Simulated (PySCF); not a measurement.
```json
{"atom": "C", "x (Å)": "-1.9278", "y (Å)": "-2.1424", "z (Å)": "0.0685"}
{"atom": "C", "x (Å)": "-1.1697", "y (Å)": "-1.2807", "z (Å)": "0.7169"}
{"atom": "C", "x (Å)": "-0.8509", "y (Å)": "0.0960", "z (Å)": "0.2042"}
{"atom": "C", "x (Å)": "0.5758", "y (Å)": "0.2070", "z (Å)": "-0.0780"}
{"atom": "C", "x (Å)": "1.7557", "y (Å)": "0.2970", "z (Å)": "-0.2684"}
{"atom": "C", "x (Å)": "3.1736", "y (Å)": "0.3944", "z (Å)": "-0.5325"}
{"atom": "C", "x (Å)": "-1.1490", "y (Å)": "1.1506", "z (Å)": "1.2598"}
{"atom": "O", "x (Å)": "-0.9674", "y (Å)": "1.0368", "z (Å)": "2.4394"}
{"atom": "O", "x (Å)": "-1.6306", "y (Å)": "2.2680", "z (Å)": "0.7025"}
{"atom": "H", "x (Å)": "-2.1313", "y (Å)": "-3.1236", "z (Å)": "0.4613"}
{"atom": "H", "x (Å)": "-2.3734", "y (Å)": "-1.9073", "z (Å)": "-0.8849"}
{"atom": "H", "x (Å)": "-0.7237", "y (Å)": "-1.5199", "z (Å)": "1.6715"}
{"atom": "H", "x (Å)": "-1.4218", "y (Å)": "0.3303", "z (Å)": "-0.6998"}
{"atom": "H", "x (Å)": "3.7329", "y (Å)": "0.2213", "z (Å)": "0.3863"}
{"atom": "H", "x (Å)": "3.4666", "y (Å)": "-0.3505", "z (Å)": "-1.2718"}
{"atom": "H", "x (Å)": "3.4144", "y (Å)": "1.3865", "z (Å)": "-0.9132"}
{"atom": "H", "x (Å)": "-1.7805", "y (Å)": "2.9487", "z (Å)": "1.3778"}
```

Geometry: GFN2-xTB.

Method: PBE0/pcSseg-1, SCF density, gas phase, non-relativistic in PySCF.

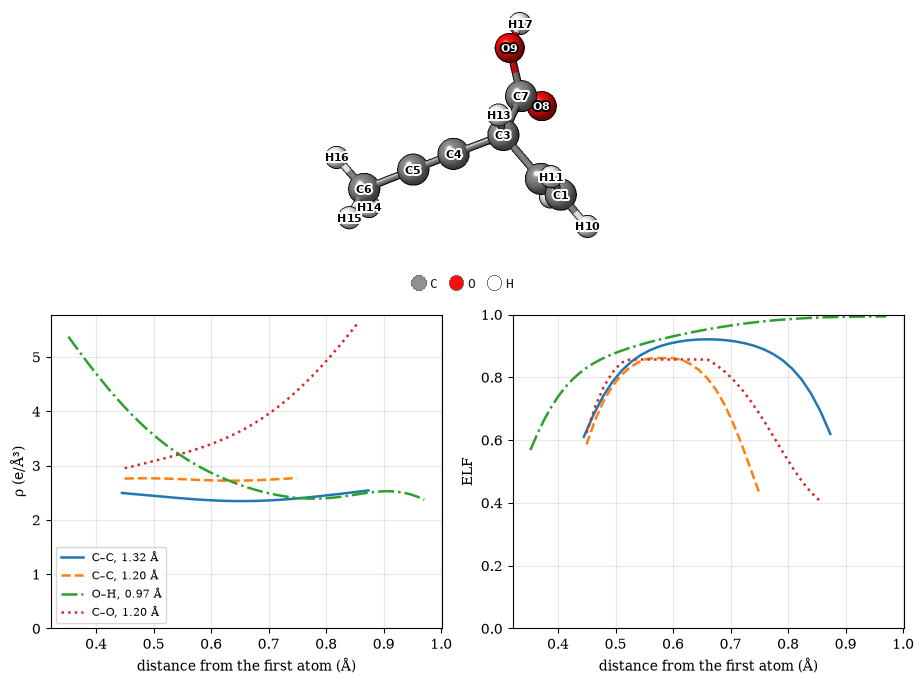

C₇H₈O₂ (SMILES C=C[C@H](C#CC)C(=O)O). Total electron density and ELF along straight lines between neighbouring atoms. The curves leave out the atomic cores. The structure is drawn too.

> What can be read from the curves?

C–C (1.32 Å): the density is about 2.3 e/Å³ at the midpoint; the ELF peaks at about 0.90 between the atoms; a multiple bond.
C–C (1.20 Å): ρ at the midpoint is about 2.7 e/Å³; the ELF peaks at about 0.85 between the atoms: a multiple bond.
O–H (0.97 Å): ρ at the midpoint is about 3.7 e/Å³; the ELF climbs to about 1 towards the hydrogen, as it does in any bond to H (an ordinary covalent bond to hydrogen).
C–O (1.20 Å): ρ at the midpoint is about 3.4 e/Å³; the ELF peaks at about 0.85 between the atoms; a multiple bond.
